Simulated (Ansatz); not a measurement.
# Profile along the N–Hf line in HfN (rock salt)

HfN (rock salt), conventional cell a = b = c = 4.548 Å, α = β = γ = 90.00°. The calculation uses the primitive cell of 2 atoms, to which meshes and values per cell refer.

Fields along a shortest N–Hf line of a {110} plane (2.27 Å), from N to Hf, interpolated on the slice's grid (step about 0.1 Å). The numbers are results of PBE (plane waves to 420 eV, PAW, scalar-relativistic; Ansatz, a first-principles code), not measurements. k mesh 18×18×18. Inside the PAW spheres the values are not all-electron values, and peaks at nuclei hang on which shells count as valence. HfN is run without spin polarisation. HfN was relaxed with its symmetry unable to fall. Spin-orbit coupling is left out, though Hf is heavy.

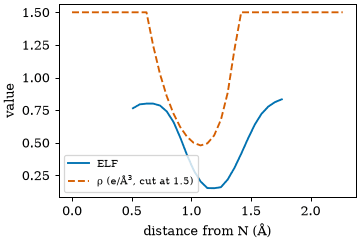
*ELF (away from the nuclei) and valence density from N to Hf.*

Density on the N–Hf line (2.27 Å) at its density minimum, 1.1 Å from N: 0.48 e/Å³. ELF at that point: 0.2.
